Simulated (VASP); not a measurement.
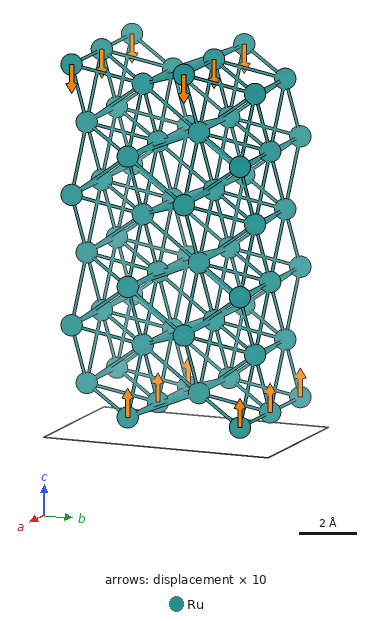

A relaxation of a slab of composition Ru. The starting structure is drawn; orange arrows show the displacements, 10 times their true length.

Style: ball-and-stick. Shown: the 2 × 2 repeat of the cell, outlined in the plane, without the vacuum, slightly off an axis.

The run lets the atoms move in a fixed cell.

Theory: Kohn-Sham DFT of a periodic cell, PBE, VASP PAW PBE potentials, recommended in VASP.

Input file:
```
PREC = Accurate
ENCUT = 520
EDIFF = 1E-6
ISMEAR = 1
SIGMA = 0.1
LREAL = False
LASPH = True
NELM = 80
ALGO = Normal
ISIF = 2
LWAVE = False
LCHARG = False
LDIPOL = True
IDIPOL = 3
DIPOL = 0.5 0.5 0.500
GGA = PE
IBRION = 2
NSW = 80
EDIFFG = -0.02
LUSENCCL = False
```

Command:
```bash
cat potpaw_PBE.64/Ru_pv/POTCAR > POTCAR
mpirun -np 1 vasp_std > vasp.out
```

What did the optimiser do to the structure, and how much energy did it gain?

Answer. The energy falls by 0.107 eV per cell of the calculation in 8 geometry steps. Largest force component: 0.89 eV/Å at the start, 0.011 eV/Å at the end. The largest moves relative to the layer's centre, 0.11 Å, are those of Ru atoms. The cell stays as it was. Some distances before and after: Ru–Ru 2.718 → 2.616 Å, Ru–Ru 2.662 → 2.631 Å, Ru–Ru 2.718 → 2.728 Å, Ru–Ru 2.662 → 2.671 Å. It ran on 1 × NVIDIA H100 80GB with 1 thread of AMD EPYC 7R13 Processor (Zen 3) (shared host).
